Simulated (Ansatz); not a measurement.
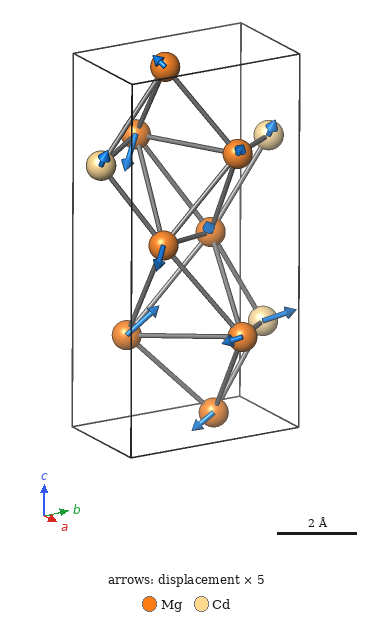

A relaxation of solid Mg₄Cd (a generated structure, set up in P1) (coarse preliminary run). The starting structure is drawn; blue arrows show the displacements (the part carried along by the change of the cell is left out), magnified 5 times.

A ball-and-stick model of the cell of the calculation, seen slightly off an axis.

The calculation used DFT PBE, scalar-relativistic, plane waves, PAW in Ansatz.

Input
```yaml
crystal:
  lattice:
    - [-4.7627177546, -0.0587377604, 0.0220653055]
    - [2.3170778092, -5.2504119082, 0.0459692569]
    - [-0.0445395437, -0.1051379544, 9.7402100683]
  atoms:
    - { symbol: Mg, position: [0.6677131013, 0.3140427841, -0.0061311736] }
    - { symbol: Mg, position: [0.6585925559, 0.3103752308, 0.5148850141] }
    - { symbol: Mg, position: [0.8683644386, 0.7094307318, 0.2546585591] }
    - { symbol: Mg, position: [0.8536970952, 0.6831752618, 0.7460384587] }
    - { symbol: Mg, position: [0.361338654, 0.7173057987, 0.0098480156] }
    - { symbol: Mg, position: [0.3405470647, 0.7031554693, 0.4926706382] }
    - { symbol: Mg, position: [0.1380199941, 0.2750863251, 0.2343192516] }
    - { symbol: Mg, position: [0.1420143507, 0.3241606843, 0.7687086361] }
    - { symbol: Cd, position: [0.4834495543, -0.0331905354, 0.2447952795] }
    - { symbol: Cd, position: [0.4862631913, -0.0035417504, 0.7402073207] }
basis:
  ecutwfc: 420
kpoints:
  mp_grid: { grid: [6, 6, 2] }
hamiltonian:
  xc: pbe
scf:
  occupations: { method: gaussian, width: 0.2 }
  lower_state_search: "off"
output:
  forces: true
  stress: true
  eigenvalues: true
relax:
  adjacent_minimum: "off"
  f_tol: 0.025
  max_steps: 60
  cell: { stress_tol: 0.25 }
```

Command:
```bash
ansatz run input.yaml --threads 1 --pin off --max-ram 3072MiB --backend cpu --events-out ev --progress --plain --runs-dir out
```

What did the optimiser do to the structure, and how much energy did it gain?

Over 3 accepted moves (4 points after the start) the energy falls by 0.490 eV per cell of the calculation. The largest force component goes from 0.98 to 0.0071 eV/Å. Pressure: 0.94 GPa at the start and −0.01 GPa at the end. At 1 point the geometry stayed and the basis and grid were re-selected for the new cell (energy shift of 0.1 meV per cell of the calculation at most each time). Mg7 moves most relative to the cell: 0.23 Å along [1 2 1]. By element the largest moves are Mg 0.23 Å, Cd 0.19 Å. The drawn cell changes as follows: a 4.763 → 4.747 Å (−0.3 %), b 5.739 → 6.029 Å (+5.1 %), c 9.741 → 9.375 Å (−3.8 %), α 89.1° → 90.0°, β 89.5° → 90.0°, γ 113.1° → 113.2°; the volume changes by +0.7 %. Among the contacts that change: Mg3–Mg7 2.988 → 3.407 Å, Mg2–Cd9 3.228 → 2.887 Å, Mg2–Mg7 3.662 → 3.338 Å, Mg4–Mg8 2.897 → 3.192 Å. The space group (tolerance 0.01 Å) goes from P1 (No. 1) to Cmmm (No. 65).
